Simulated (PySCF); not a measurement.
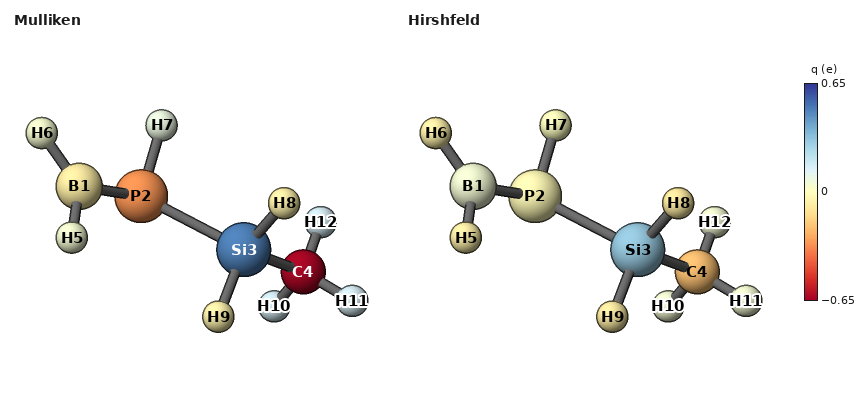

Atomic charges of one calculation by 2 schemes, on one colour scale. Computed geometry: PBE0-D3(BJ)/def2-SVP optimisation. No frequency run is at hand to confirm it as a minimum. Level of theory: PBE0/pcSseg-1 (PySCF 2.14.0).

Question. Which scheme gives the most polar picture (largest mean size of the charges)?

Answer. The Mulliken charges are the largest in size here.

Question. On which atom do the schemes disagree most?

Answer. On C4 (from −0.63 to −0.21 e).

List the charges (e), one line for each set of equivalent atoms.

```
atom  Mulliken  Hirshfeld
  B1     −0.07       0.05
  P2     −0.31      −0.02
 Si3      0.48       0.30
  C4     −0.63      −0.21
  H5      0.04      −0.06
  H6      0.04      −0.06
  H7      0.08       0.00
  H8     −0.06      −0.08
  H9     −0.05      −0.07
 H10      0.16       0.05
 H11      0.15       0.05
 H12      0.15       0.05
```
